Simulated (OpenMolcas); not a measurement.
## ZrCl4: single-point calculation

System: ZrCl4, SMILES Cl[Zr](Cl)(Cl)Cl.
Method: r2SCAN/def2-SVP, RKS (OpenMolcas 26.06).

A bond length was changed on purpose from its optimised value.

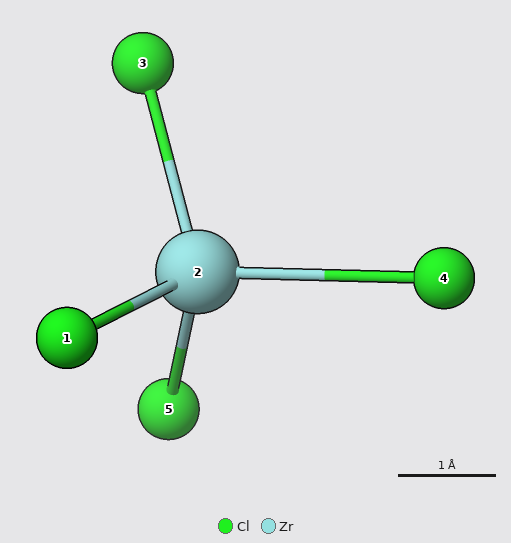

The structure as given in the input (ball-and-stick view, seen at a tilt; atoms are numbered from 1 in the order of the input). Sticks mark near contacts.

## Summary

| quantity | value |
| --- | --- |
| outcome | converged |
| total energy | −1887.502484 hartree |
| basis functions | 103 |
| HOMO | −7.90 eV |
| LUMO | −3.81 eV |
| dipole moment | 1.84 debye |
| hardware | 1 thread of Intel Xeon @ 2.50GHz (Skylake/Cascade Lake), 96 GiB of memory available, shared host |
| wall time | 38 s |
| peak memory | 0.58 GiB |

## Input
```
&GATEWAY
  BASLIB=$CurrDir
  COORD=coord.xyz
  BASIS=def2-SVP
  GROUP=NoSym

&SEWARD
  GRIDINPUT
  Grid=UltraFine
  End of Grid

&SCF
  KSDFT=2
  1.0 MGGA_X_R2SCAN
  1.0 MGGA_C_R2SCAN
  THRESHOLDS=1e-10 1e-07 1e-07 1e-05
  PRORBITALS=0
```

## File coord.xyz
```
5

Cl     0.202322    -0.166283     2.439708
Zr     0.312312     0.064517     0.137878
Cl     1.857692    -1.434703    -0.715362
Cl    -2.081750    -0.430080    -0.919260
Cl     0.958572     2.224627    -0.391372
```

Command:
```bash
export MOLCAS_MEM=1860
pymolcas calc.inp > calc.log
```

## The program's output
```
--- Start Module: gateway ---

                                              &GATEWAY

                       available to each process: 1.9 GB of memory, 1 thread

 Basis Set     1 Label: CL.DEF2-SVP
 Basis set is read from library:.
 basistype.tbl is not found

 Basis Set     2 Label: ZR.DEF2-SVP
 Basis set is read from library:.
 basistype.tbl is not found

 Basis Set     3 Label: CL.DEF2-SVP
 Basis set is read from library:.
 basistype.tbl is not found

++    Symmetry information:
      ---------------------

                    Character Table for C1

                             E
                    a        1  x, y, xy, Rz, z, xz, Ry, yz, Rx, I
--

++    Basis set information:
      ----------------------

      Basis set label: CL.DEF2-SVP.........

      Electronic valence basis set:
      ------------------
      Associated Effective Charge  17.000000 au
      Associated Actual Charge     17.000000 au
      Nuclear Model: Point charge

      Shell  nPrim  nBasis  Cartesian Spherical Contaminant
         s      10       4        X
         p       7       3        X
         d       1       1                 X

      Basis set label: ZR.DEF2-SVP....ECP.....

      Electronic valence basis set:
      ------------------
      Associated Effective Charge  12.000000 au
      Associated Actual Charge     40.000000 au
      Nuclear Model: Point charge

      Shell  nPrim  nBasis  Cartesian Spherical Contaminant
         s       7       5        X
         p       6       3        X
         d       5       2                 X
         f       1       1                 X

      Pseudo Potential specification:
      =======================================

      Number of Core Electrons:  28

      Potential  nTerms
           H       2
         s-H       4
         p-H       4
         d-H       4

      Effective Core Potential specification:
      =======================================

      Basis set label: CL.DEF2-SVP.........

      Electronic valence basis set:
      ------------------
      Associated Effective Charge  17.000000 au
      Associated Actual Charge     17.000000 au
      Nuclear Model: Point charge

      Shell  nPrim  nBasis  Cartesian Spherical Contaminant
         s      10       4        X
         p       7       3        X
         d       1       1                 X
--

++    Molecular structure info:
      -------------------------

                    ************************************************
                    **** Cartesian Coordinates / bohr, angstrom ****
                    ************************************************

     Center  Label                x              y              z                     x              y              z
        1      CL1              0.382333      -0.314229       4.610380              0.202322      -0.166283       2.439708
        2      ZR2              0.590184       0.121919       0.260552              0.312312       0.064517       0.137878
        3      CL3              3.510529      -2.711196      -1.351838              1.857692      -1.434703      -0.715362
        4      CL4             -3.933937      -0.812733      -1.737150             -2.081750      -0.430080      -0.919260
        5      CL5              1.811439       4.203936      -0.739586              0.958572       2.224627      -0.391372

                    ***************************************
                    *    InterNuclear Distances / bohr    *
                    ***************************************

               1 CL1           2 ZR2           3 CL3           4 CL4           5 CL5
    1 CL1      0.000000
    2 ZR2      4.376578        0.000000
    3 CL3      7.146965        4.376615        0.000000
    4 CL4      7.692193        5.033097        7.692380        0.000000
    5 CL5      7.146908        4.376596        7.147084        7.692298        0.000000

                    *******************************************
                    *    InterNuclear Distances / angstrom    *
                    *******************************************

               1 CL1           2 ZR2           3 CL3           4 CL4           5 CL5
    1 CL1      0.000000
    2 ZR2      2.315985        0.000000
    3 CL3      3.782011        2.316005        0.000000
    4 CL4      4.070533        2.663400        4.070632        0.000000
    5 CL5      3.781981        2.315995        3.782074        4.070589        0.000000
--

            Nuclear Potential Energy            414.38654489 au

--- Stop Module: gateway /rc=_RC_ALL_IS_WELL_ ---

--- Start Module: seward ---

                                              &SEWARD

                       available to each process: 1.9 GB of memory, 1 thread

               SEWARD will generate:
                  Multipole Moment integrals up to order  2
                  Kinetic Energy integrals
                  Nuclear Attraction integrals (point charge)
                  One-Electron Hamiltonian integrals modified with ECP contributions
                  Velocity integrals
                  Pseudo Potential integrals
                  Orbital angular momentum around (  0.5003   0.1034   0.2209 )
                  Velocity quadrupole around (  0.5003   0.1034   0.2209 )
                  Two-Electron Repulsion integrals

                   Integrals are discarded if absolute value <: 1.00E-14
                   Integral cutoff threshold is set to       <: 1.00E-16

            Nuclear Potential Energy            414.38654489 au

      Basis set specifications :
      Symmetry species         a
      Basis functions          103

--- Stop Module: seward /rc=_RC_ALL_IS_WELL_ ---
--- Module seward spent 5 seconds ---

--- Start Module: scf ---

                                                &SCF

                       available to each process: 1.9 GB of memory, 1 thread

 ###############################################################################
 ###     Minimized-density-differences option turned off!                    ###
 ###############################################################################
++    Input section:
      --------------

      Header of the integral files:

      Cartesian coordinates in angstrom:
      -----------------------------------------------------
      No.  Label        X            Y            Z
      -----------------------------------------------------
       1   CL1        0.20232200  -0.16628300   2.43970800
       2   ZR2        0.31231200   0.06451700   0.13787800
       3   CL3        1.85769200  -1.43470300  -0.71536200
       4   CL4       -2.08175000  -0.43008000  -0.91926000
       5   CL5        0.95857200   2.22462700  -0.39137200
      -----------------------------------------------------
      Nuclear repulsion energy =  414.38654489
--

++    Orbital specifications:
      -----------------------

      Symmetry species               1
                                     a
      Frozen orbitals                0
      Occupied orbitals             40
      Secondary orbitals            63
      Deleted orbitals               0
      Total number of orbitals     103
      Number of basis functions    103
--

      Molecular charge                           0.000

      Numerical integration parameters
      --------------------------------
      Radial quadrature type:                         MHL
      Size of radial grid:                            99
      Lebedev angular grid:                           41
      Angular grid pruned with the crowding factor:  1.00E+10
                                 and fading factor:  1.00E+01
      Screening threshold for integral computation:   1.00E-11
      Radial quadrature accuracy:                     1.00E-25
      Maximum batch size:                             128
      AO values are stored on disk
      The same grid will be used for all iterations.

      DFT functional specifications
      -----------------------------
      Using Libxc version: 6.2.2
      Please cite the following reference:
      S. Lehtola, C. Steigemann, M. J.T. Oliveira, and M. A.L. Marques.,  SoftwareX 7, 1–5 (2018) doi:10.1016/j.softx.2017.11.002

++    Optimization specifications:
      ----------------------------

      SCF Algorithm: Conventional
      D(i)-D(i-1) density differences are used
      Number of density matrices in core                 5
      Maximum number of NDDO SCF iterations            400
      Maximum number of HF SCF iterations              400
      Threshold for SCF energy change             1.00E-10
      Threshold for density matrix                1.00E-07
      Threshold for Fock matrix                   1.00E-07
      Threshold for linear dependence             1.00E-09
      Threshold at which DIIS is turned on        1.50E-01
      Maximum depth in the DIIS procedure                5
      Maximum depth in the BFGS Hessian update          30
      Threshold at which QNR/C2DIIS is turned on  7.50E-02
      Threshold for Norm(delta) (QNR/C2DIIS)      1.00E-05
      All orbitals punched on: SCFORB
--

      Input vectors read from INPORB
      Orbital file label: *Guess orbitals

++ Convergence information
                                   [...]      iterations: Energy and convergence statistics

Iter     Tot. [...]      One-elec.       Two-elec.     Energy      Max Dij or  Max Fij      DNorm      TNorm      AccCon     Time
         Energy          Energy          Energy        Change      Delta Norm                                                in Sec.

 The total and one-electron energies are shifted by a value of      1000. a.u.

   1  -881.988667303 -2557.887673751  1261.512461559   0.00E+00    7.20E-01*   7.95E+00*    1.48E+01   2.92E+02   None         2.
   2  -879.299541639 -2571.450000513  1277.763913985   2.69E+00*   4.66E-01*   2.82E-01*    6.56E+00   2.96E+02   EDIIS        2.
   3  -886.408618678 -2566.551356246  1265.756192678  -7.11E+00*   5.40E-01*   1.18E-01*    4.23E+00   2.92E+02   EDIIS        2.
   4  -887.182088361 -2562.311257473  1260.742624223  -7.73E-01*   3.06E-01*   9.25E-02*    3.37E+00   2.93E+02   EDIIS        2.
   5  -887.238477010 -2565.781959946  1264.156938048  -5.64E-02*   1.23E-01*   2.96E-02*    1.95E+00   2.93E+02   EDIIS        2.
   6  -887.482610957 -2564.691043805  1262.821887959  -2.44E-01*   4.67E-01*   3.72E-02*    7.33E-01   2.93E+02   c2DIIS       2.
   7  -887.125641495 -2564.469330604  1262.957144221   3.57E-01*   3.74E-02*   3.69E-02*    1.95E+00   2.93E+02   c2DIIS       2.
   8  -887.500925187 -2564.196651969  1262.309181893  -3.75E-01*   9.85E-02*   8.73E-03*    2.69E-01   2.93E+02   QNRc2DIIS    2.
   9  -887.490178225 -2564.695402910  1262.818679797   1.07E-02*   7.30E-02*   2.45E-02*    3.71E-01   2.93E+02   QNRc2DIIS    2.
  10  -887.502443899 -2564.461884752  1262.572895964  -1.23E-02*   4.45E-03*   1.12E-03*    2.75E-01   2.93E+02   QNRc2DIIS    2.
  11  -887.502480099 -2564.439475812  1262.550450824  -3.62E-05*   1.39E-03*   3.24E-04*    1.80E-02   2.93E+02   QNRc2DIIS    2.
  12  -887.502483902 -2564.417981756  1262.528952966  -3.80E-06*   5.03E-04*   9.73E-05*    6.92E-03   2.93E+02   QNRc2DIIS    2.
  13  -887.502484191 -2564.419533836  1262.530504757  -2.89E-07*   8.05E-05*   1.65E-05*    2.03E-03   2.93E+02   QNRc2DIIS    2.
  14  -887.502484199 -2564.420806504  1262.531777416  -8.88E-09*   2.73E-05*   1.17E-05*    4.20E-04   2.93E+02   QNRc2DIIS    2.
  15  -887.502484201 -2564.420337290  1262.531308199  -1.88E-09*   3.06E-06    1.30E-06*    1.28E-04   2.93E+02   QNRc2DIIS    2.
  16  -887.502484201 -2564.420297223  1262.531268133  -1.86E-11    7.30E-07    2.03E-07*    1.77E-05   2.93E+02   QNRc2DIIS    2.
  17  -887.502484201 -2564.420313246  1262.531284155  -3.18E-12    9.49E-08    8.29E-09     3.76E-06   2.93E+02   QNRc2DIIS    2.

       Convergence after  17 Iterations
--

 *****************************************************************************************************************************
 *                                             SCF/KS-DFT Program, Final results                                             *
 *                                                       Final Results                                                       *
 *****************************************************************************************************************************

::    Total KS-DFT energy                           -1887.5024842014
      One-electron energy                           -3564.4203132455
      Two-electron energy                            1262.5312841552
      Nuclear repulsion energy                        414.3865448890
      Kinetic energy (interpolated)                  1851.2901536161
      Virial theorem                                    1.0195605916
      Total spin, S(S+1)                                0.0000000000
      Total spin, S                                     0.0000000000
      Max non-diagonal density matrix element           0.0000000510
      Max non-diagonal Fock matrix element              0.0000000021

      No orbitals printed

++    Molecular charges:
      ------------------

      Mulliken charges per centre
      ---------------------------

                CL1     ZR2     CL3     CL4     CL5
      Total   17.1882 11.1152 17.1882 17.3203 17.1882

      N-E     -0.1882  0.8848 -0.1882 -0.3203 -0.1882

      Total electronic charge=   80.000000

      Total            charge=   -0.000000
--

++    Molecular properties:
      ---------------------

      Charge (e):
                      =   -0.0000
      Dipole Moment (debye):
      Origin of the operator (angstrom)=    0.2648    0.0547    0.1169
                   X=  1.6513E+00               Y=  3.4115E-01               Z=  7.2908E-01           Total=  1.8371E+00
      Quadrupole Moment (debye*angstrom):
      Origin of the operator (angstrom)=    0.2648    0.0547    0.1169
                  XX= -7.9020E+01              XY= -9.1075E-01              XZ= -1.9470E+00              YY= -7.4799E+01
                  YZ= -4.0228E-01              ZZ= -7.5470E+01
      In traceless form (debye*angstrom)
                  XX= -3.8856E+00              XY= -1.3661E+00              XZ= -2.9205E+00              YY=  2.4461E+00
                  YZ= -6.0342E-01              ZZ=  1.4395E+00
--

--- Stop Module: scf /rc=_RC_ALL_IS_WELL_ ---
--- Module scf spent 32 seconds ---

.##################.
.# Happy landing! #.
.##################.

    Timing: Wall=37.89 User=33.06 System=4.80
```

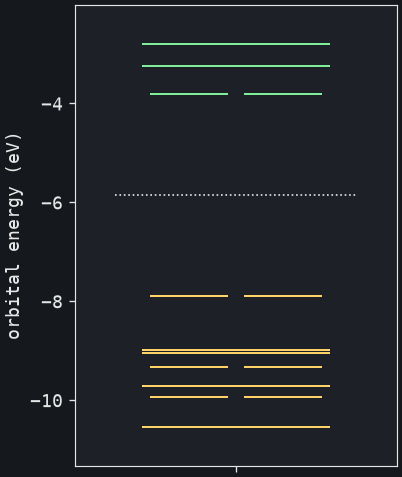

Orbital energies near the frontier; the dotted line parts filled from empty levels, and levels within 0.02 eV of each other stand side by side. Highest filled −7.90 eV, lowest empty −3.81 eV, 4.09 eV apart.
